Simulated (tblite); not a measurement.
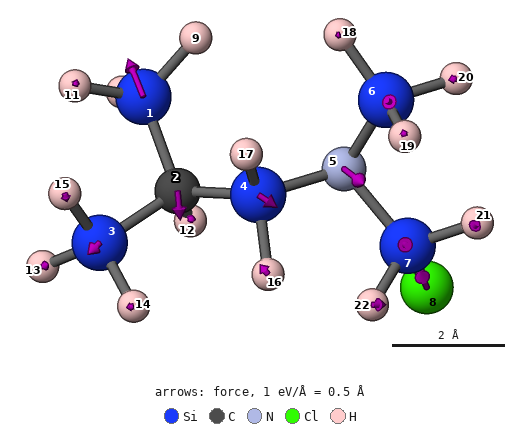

Starting geometry of CH₁₄ClNSi₅ with the computed forces as purple arrows. Style: ball-and-stick. Shown face on.

The calculation used tblite, GFN2-xTB geometry optimisation, gas phase. 

Q: Is this structure relaxed? If not, where do the atoms go?

A: It isn't relaxed: the largest force vector, on the N atom, is 1.87 eV/Å. The final displacements have little in common with the starting forces (cosine between the two patterns 0.25). After 148 geometry steps the energy has fallen by 1.283 eV. The atom that moves furthest after the best rigid fit is an H atom (1.63 Å). Largest moves by element: H 1.63 Å, Cl 1.61 Å, N 0.87 Å, Si 0.70 Å, C 0.41 Å. Some distances before and after: Cl–Si 2.083 → 2.007 Å, C–Si 1.833 → 1.905 Å, N–Si 1.797 → 1.727 Å, C–Si 1.854 → 1.894 Å. Among the angles between lasting bonds that change: Si–N–Si 104.7° → 119.5°, Si–N–Si 107.2° → 121.7°, Si–N–Si 110.1° → 118.6°. Groups turn about C–Si by about 50°. Cost: 1.9 s on 1 thread of AMD EPYC 9R45 96-Core Processor, on a shared host.
